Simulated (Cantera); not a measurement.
A closed system holds: 1 mol CH3SiH3, 1.1 mol C2H4, 12 mol H2, 0.018 mol C2H2, held at 10.0 mbar.

Method: chemical equilibrium by Gibbs-energy minimisation in Cantera with the NASA 1993 tables (ideal gas, pure condensed phases). Candidate condensed phases: C, C6H6, C7H8, C8H18, Si, SiC; 87 gas species. The feed counts by its element totals alone. Gases not in the tables: Si2H6 and higher silanes. The numbers say what is thermodynamically allowed, not how fast it happens.

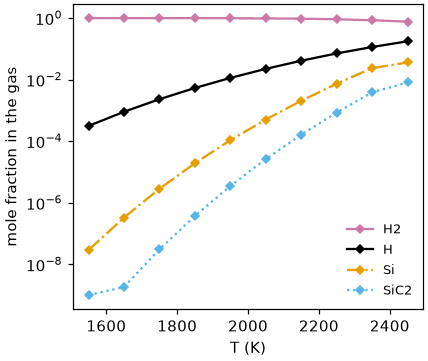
Figure. Equilibrium gas composition (values under 1e-9 drawn at 1e-9)

From 1550 K to 2350 K the condensed part is C(graphite) + SiC(s). At 2450 K the condensed part is C(graphite). The main Si-bearing gas is Si throughout.
